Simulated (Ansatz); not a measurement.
# Geometry relaxation, with input and output: C3H12OSi2 (part 1 of 2)

- system: C3H12OSi2
- method: RKS BHLYP-D4/STO-3G (Ansatz 0.2.0)

It belongs to a series of runs on one base structure; here: start relaxed. Figures and captions count atoms from 1; the log counts them from 0 in places.

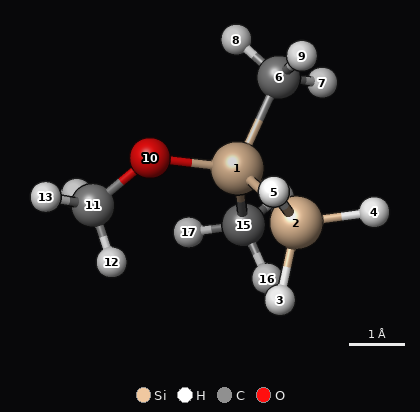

The input geometry (ball-and-stick view, seen at a tilt; atoms are numbered from 1 in the order of the input). Bond lengths as drawn: C–H 1.11 Å, C–O 1.42 Å, C–Si 1.87 Å, H–Si 1.46 Å, O–Si 1.68 Å and Si–Si 2.22 Å.

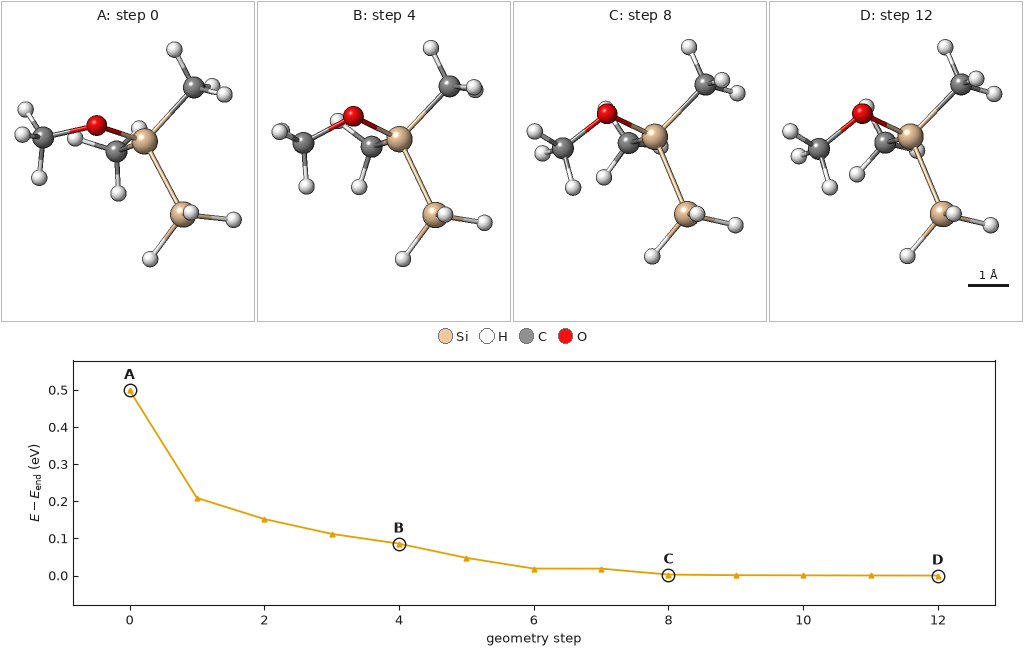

Frames of the relaxation (ball-and-stick view, seen at a tilt) above the curves, on which the letters mark them (the first geometry is step 0 here and step 1 in the log).

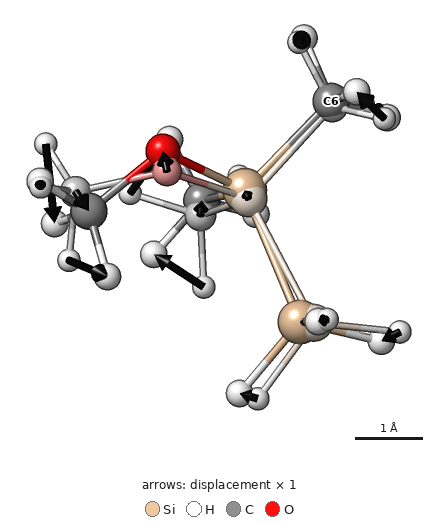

Start (faint) and end (solid) with the displacements as black arrows, at true length (ball-and-stick view, seen at a tilt). The two geometries are laid on each other by the best rigid fit. The largest move after the best rigid fit is that of H14, 1.21 Å. By element the largest moves are H 1.21 Å, C 0.39 Å, O 0.34 Å, Si 0.22 Å. Among the contacts that change: Si1–Si2 2.220 → 2.259 Å, Si1–O10 1.679 → 1.708 Å, Si2–H3 1.460 → 1.432 Å, C15–H16 1.110 → 1.088 Å. Among the angles that change: Si1–O10–C11 125.0° → 113.0°, C6–Si1–O10 109.5° → 103.8°, O10–C11–H14 109.5° → 113.4°. After 12 geometry steps the energy has fallen by 0.499 eV. Largest force component: 1.6 eV/Å at the start, 0.0073 eV/Å at the end. (Atoms are counted from 1 in the order of the input.)

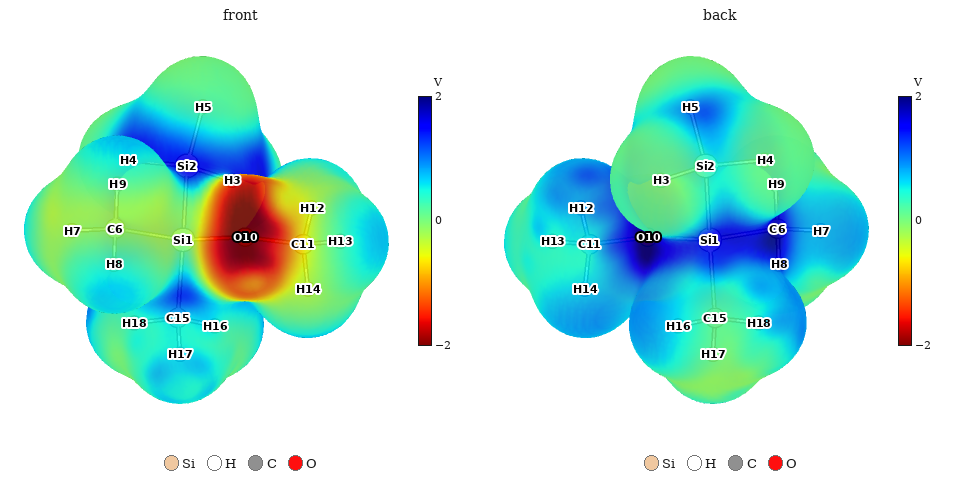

The molecular electrostatic potential painted on the density surface at 0.004 e/bohr³, seen at a tilt and from behind; the colour scale runs from red (negative) to blue (positive). A positive charge is drawn to the negative regions and a negative charge to the positive ones.

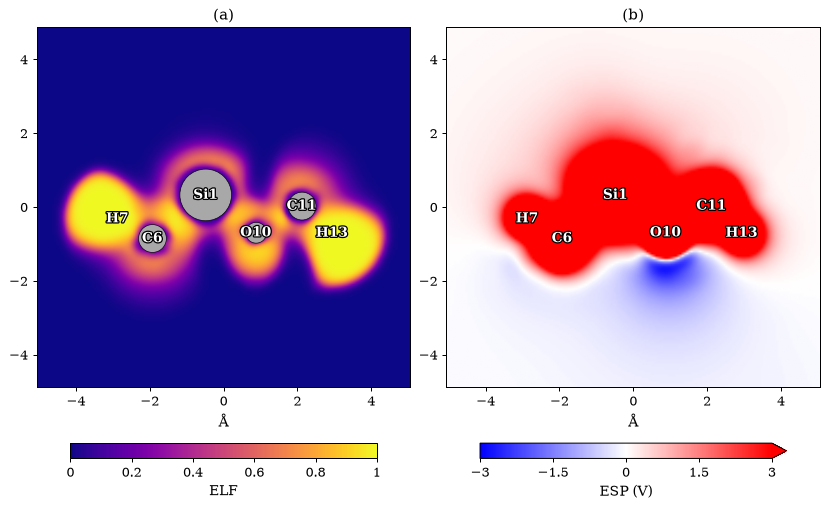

(a) ELF; (b) molecular electrostatic potential on the plane of atoms C6, Si1 and O10. Grey discs, where drawn, cover atomic cores. The section cuts through Si, C, H and O sites. Si–O (1.71 Å): the ELF peaks at about 0.85 between the atoms (a polar covalent bond). C–Si (1.86 Å): the ELF peaks at about 0.95 between the atoms, which marks a covalent bond. C–H (1.09 Å): the ELF climbs to about 1 towards the hydrogen, as it does in any bond to H (a covalent bond by its length).

The input that produced these results follows, with the program's output.

Input file
```yaml
crystal:
  periodic: [false, false, false]
  atoms:
    - { symbol: Si, position_ang: [0.0, 0.0, 0.0] }
    - { symbol: Si, position_ang: [0.0, 0.0, 2.22] }
    - { symbol: H, position_ang: [-1.3148, -0.4067, 2.7074] }
    - { symbol: H, position_ang: [1.0096, -0.9353, 2.7074] }
    - { symbol: H, position_ang: [0.3052, 1.342, 2.7074] }
    - { symbol: C, position_ang: [1.7634, 0.0, -0.6227] }
    - { symbol: H, position_ang: [2.1111, -1.0463, -0.7509] }
    - { symbol: H, position_ang: [1.8119, 0.5276, -1.5981] }
    - { symbol: H, position_ang: [2.4154, 0.5187, 0.1108] }
    - { symbol: O, position_ang: [-0.7913, 1.3709, -0.5594] }
    - { symbol: C, position_ang: [-2.1512, 1.4177, -0.9653] }
    - { symbol: H, position_ang: [-2.7687, 0.8215, -0.2614] }
    - { symbol: H, position_ang: [-2.5023, 2.4707, -0.9639] }
    - { symbol: H, position_ang: [-2.2473, 0.9975, -1.9882] }
    - { symbol: C, position_ang: [-0.8808, -1.5259, -0.6227] }
    - { symbol: H, position_ang: [-1.3804, -2.0377, 0.2261] }
    - { symbol: H, position_ang: [-1.6409, -1.2332, -1.3768] }
    - { symbol: H, position_ang: [-0.1449, -2.2146, -1.0879] }
basis:
  gaussian: { orbitals: STO-3G }
hamiltonian:
  xc: { name: BHLYP }
  dispersion: d4
relax:
  f_tol: 0.02
  max_steps: 40
output:
  orbitals: {}
```

Run as:
```bash
ansatz run input.yaml --threads 1 --pin off --max-ram 2048MiB --backend cpu --events-out ev --progress --plain --runs-dir out
```

What the program printed
```
The last accepted step is kept in [file] (removed where the run ends without a failure and the disk answers)
Engine: ansatz 0.2.0, aarch64-unknown-linux-gnu
Functional definition: BHLYP
  parameter a = 0.5
  exchange = (1 - a)*b88_x + a*exact_x
  correlation = lyp_c
710 factors; integrals over basis functions are off by at most 1.2e-5 eV
mean field evaluation 1: about -20856.3415 eV, gradient 2.4e1 eV
mean field evaluation 2: about -20857.4921 eV, gradient 1.6e1 eV
mean field evaluation 4: about -20858.2577 eV, gradient 5.1e-1 eV
mean field evaluation 8: about -20858.2683 eV, gradient 9.8e-3 eV
mean field -20858.26830178 eV, -766.5272218483 hartree, gradient 1.2e-5 eV, S^2 0.000000; 0 other end points of the search recorded, 0 dependent functions left out
the calculation of the forces begins
reference -20858.26846758 eV, -766.5272279413 hartree; 33, 33 occupied and 17, 17 virtual orbitals, 710 factors
relax step   1: F+E_penalty+E_count = -20858.81427106 eV  Δ(F+E_penalty+E_count) = +0.000e0 eV  max|allowed force component| = 1.613e0 eV/Å  Δτ_max = 0.0000 Å  (22 SCF iters, accepted)
these checks for a lower state are left out or cut short: starts, cluster_reference, orbital_swaps, neighbouring_geometries, increment
710 factors; integrals over basis functions are off by at most 1.7e-5 eV
mean field evaluation 16: about -20858.5514 eV, gradient 1.3e-1 eV
mean field -20858.56700714 eV, -766.5381990679 hartree, gradient 9.1e-6 eV, S^2 0.000000; 0 other end points of the search recorded, 0 dependent functions left out
[... from here on the field's lines of each further geometry are left out, up to the last ...]
relax step   2: F+E_penalty+E_count = -20859.10457058 eV  Δ(F+E_penalty+E_count) = -2.903e-1 eV  max|allowed force component| = 6.054e-1 eV/Å  Δτ_max = 0.1520 Å  (25 SCF iters, accepted)
relax step   3: F+E_penalty+E_count = -20859.16140558 eV  Δ(F+E_penalty+E_count) = -5.684e-2 eV  max|allowed force component| = 4.913e-1 eV/Å  Δτ_max = 0.1155 Å  (24 SCF iters, accepted)
relax step   4: F+E_penalty+E_count = -20859.20139134 eV  Δ(F+E_penalty+E_count) = -3.999e-2 eV  max|allowed force component| = 7.750e-1 eV/Å  Δτ_max = 0.2000 Å  (25 SCF iters, accepted)
relax step   5: F+E_penalty+E_count = -20859.22778508 eV  Δ(F+E_penalty+E_count) = -2.639e-2 eV  max|allowed force component| = 6.211e-1 eV/Å  Δτ_max = 0.1950 Å  (25 SCF iters, accepted)
relax step   6: F+E_penalty+E_count = -20859.26605964 eV  Δ(F+E_penalty+E_count) = -3.827e-2 eV  max|allowed force component| = 1.650e-1 eV/Å  Δτ_max = 0.2000 Å  (24 SCF iters, accepted)
relax step   7: F+E_penalty+E_count = -20859.29488002 eV  Δ(F+E_penalty+E_count) = -2.882e-2 eV  max|allowed force component| = 1.271e-1 eV/Å  Δτ_max = 0.2000 Å  (24 SCF iters, accepted)
relax step   8: F+E_penalty+E_count = -20859.29502202 eV  Δ(F+E_penalty+E_count) = -1.420e-4 eV  max|allowed force component| = 4.859e-1 eV/Å  Δτ_max = 0.1951 Å  (25 SCF iters, accepted)
relax step   9: F+E_penalty+E_count = -20859.31115488 eV  Δ(F+E_penalty+E_count) = -1.613e-2 eV  max|allowed force component| = 3.783e-2 eV/Å  Δτ_max = 0.0873 Å  (24 SCF iters, accepted)
relax step  10: F+E_penalty+E_count = -20859.31274874 eV  Δ(F+E_penalty+E_count) = -1.594e-3 eV  max|allowed force component| = 3.549e-2 eV/Å  Δτ_max = 0.0541 Å  (25 SCF iters, accepted)
relax step  11: F+E_penalty+E_count = -20859.31318084 eV  Δ(F+E_penalty+E_count) = -4.321e-4 eV  max|allowed force component| = 1.044e-1 eV/Å  Δτ_max = 0.0800 Å  (24 SCF iters, accepted)
relax step  12: F+E_penalty+E_count = -20859.31349032 eV  Δ(F+E_penalty+E_count) = -3.095e-4 eV  max|allowed force component| = 3.359e-2 eV/Å  Δτ_max = 0.0124 Å  (20 SCF iters, accepted)
the calculation of the forces begins
reference -20858.76300801 eV, -766.5454019671 hartree; 33, 33 occupied and 17, 17 virtual orbitals, 713 factors
relax step  13: F+E_penalty+E_count = -20859.31375289 eV  Δ(F+E_penalty+E_count) = -2.626e-4 eV  max|allowed force component| = 7.284e-3 eV/Å  Δτ_max = 0.0088 Å  (19 SCF iters, accepted)
713 factors; integrals over basis functions are off by at most 2.8e-5 eV
mean field -20858.76284234 eV, -766.5453958788 hartree, gradient 8.6e-6 eV, S^2 0.000000; 1 other end points of the search recorded, 0 dependent functions left out
the calculation of the forces begins
reference -20858.76300801 eV, -766.5454019671 hartree; 33, 33 occupied and 17, 17 virtual orbitals, 713 factors
Total energy: -20859.31391855 eV, -766.5656475561 hartree
Atom 0 at     0.004625    -0.040767    -0.154870 Å, force    -0.002427    -0.002613     0.001349 eV/Å
Atom 1 at    -0.180912    -0.026710     2.096403 Å, force     0.000264    -0.001137     0.001146 eV/Å
Atom 2 at    -1.512315    -0.342786     2.519038 Å, force     0.000363     0.000375     0.000333 eV/Å
Atom 3 at     0.697365    -1.003127     2.667831 Å, force    -0.000724     0.000270    -0.000187 eV/Å
Atom 4 at     0.163584     1.248876     2.648401 Å, force     0.000003    -0.000387    -0.000678 eV/Å
Atom 5 at     1.786849     0.050702    -0.692270 Å, force     0.000702     0.000539    -0.000716 eV/Å
Atom 6 at     2.355775    -0.796454    -0.314660 Å, force     0.000073    -0.000043     0.000252 eV/Å
Atom 7 at     1.867560     0.046329    -1.777212 Å, force    -0.000890    -0.000325     0.000303 eV/Å
Atom 8 at     2.265101     0.958278    -0.330324 Å, force    -0.000606     0.000184    -0.000093 eV/Å
Atom 9 at    -0.710101     1.332646    -0.875705 Å, force    -0.003878     0.003627    -0.002139 eV/Å
Atom 10 at    -2.109280     1.463476    -0.570277 Å, force     0.007284    -0.004013    -0.000077 eV/Å
Atom 11 at    -2.312519     1.565530     0.510371 Å, force    -0.000254     0.000313     0.000467 eV/Å
Atom 12 at    -2.480640     2.374593    -1.060103 Å, force    -0.001325     0.001907    -0.000587 eV/Å
Atom 13 at    -2.719130     0.620680    -0.938281 Å, force    -0.000310     0.000133     0.000828 eV/Å
Atom 14 at    -0.763509    -1.597060    -0.851293 Å, force     0.000500     0.002496     0.001245 eV/Å
Atom 15 at    -1.790975    -1.731107    -0.520266 Å, force     0.000372     0.000290    -0.000977 eV/Å
Atom 16 at    -0.765430    -1.582064    -1.939223 Å, force     0.000789    -0.001014    -0.000676 eV/Å
Atom 17 at    -0.202047    -2.474136    -0.535759 Å, force     0.000065    -0.000604     0.000206 eV/Å
Dipole moment:    -0.072550    -0.172200     0.100047 e Å
```

Trajectory as extended XYZ (Å, eV, eV/Å), 13 frames, from step=1 to step=13
```
18
Properties=species:S:1:pos:R:3:forces:R:3 step=1 energy=-20858.81427
Si    0.0000    0.0000    0.0000   -0.6081  -0.5411  -0.3707
Si    0.0000    0.0000    2.2200   -0.0164   0.1012   1.0532
H    -1.3148   -0.4067    2.7074    0.7223   0.2136  -0.0630
H     1.0096   -0.9353    2.7074   -0.5567   0.4944  -0.0887
H     0.3052    1.3420    2.7074   -0.1544  -0.7530  -0.0437
C     1.7634    0.0000   -0.6227    0.1958   0.3557  -0.2341
H     2.1111   -1.0463   -0.7509   -0.1220   0.9470   0.0770
H     1.8119    0.5276   -1.5981    0.2668  -0.4887   0.7725
H     2.4154    0.5187    0.1108   -0.2867  -0.4671  -0.8332
O    -0.7913    1.3709   -0.5594    1.1249   1.6131  -0.1825
C    -2.1512    1.4177   -0.9653    0.3900  -1.1069   0.4011
H    -2.7687    0.8215   -0.2614   -0.4576   0.2972  -0.4762
H    -2.5023    2.4707   -0.9639    0.1371  -0.3964  -0.0218
H    -2.2473    0.9975   -1.9882   -0.5141   0.1830   0.1881
C    -0.8808   -1.5259   -0.6227   -0.1279  -0.4445  -0.1575
H    -1.3804   -2.0377    0.2261    0.2785   0.1919  -0.9604
H    -1.6409   -1.2332   -1.3768    0.5883  -0.5829   0.6016
H    -0.1449   -2.2146   -1.0879   -0.8597   0.3832   0.3383
18
Properties=species:S:1:pos:R:3:forces:R:3 step=2 energy=-20859.10457
Si   -0.0209   -0.0142    0.0043    0.1179  -0.4581  -0.0247
Si   -0.0159    0.0151    2.2728   -0.0378  -0.0908   0.4690
H    -1.2751   -0.3800    2.8389   -0.0028   0.0100  -0.1965
H     0.9516   -0.8950    2.8153    0.0139  -0.0225  -0.1775
H     0.2891    1.2945    2.8509   -0.0046  -0.0114  -0.2706
C     1.7314    0.0349   -0.6606    0.3072  -0.0389   0.0833
H     2.1243   -0.9779   -0.7550   -0.0182   0.0644   0.0169
H     1.7920    0.4971   -1.6474   -0.1945  -0.0553   0.1094
H     2.4202    0.5832   -0.0129   -0.2186  -0.0628  -0.0566
O    -0.7192    1.4009   -0.5885    0.0149   0.6054  -0.2340
C    -2.1001    1.4075   -0.9499   -0.4253  -0.1627   0.0100
H    -2.7780    0.8995   -0.2327    0.2186   0.0807  -0.0875
H    -2.4236    2.4601   -1.0024    0.0031  -0.0724  -0.0171
H    -2.3003    0.9617   -1.9472    0.1425   0.0333   0.2315
C    -0.8790   -1.5507   -0.6638   -0.3069  -0.2840   0.0404
H    -1.4522   -2.0840    0.1005    0.1595   0.2081  -0.0793
H    -1.5828   -1.3188   -1.4658    0.1610   0.1108   0.1023
H    -0.1675   -2.2671   -1.0749    0.0701   0.1462   0.0811
```
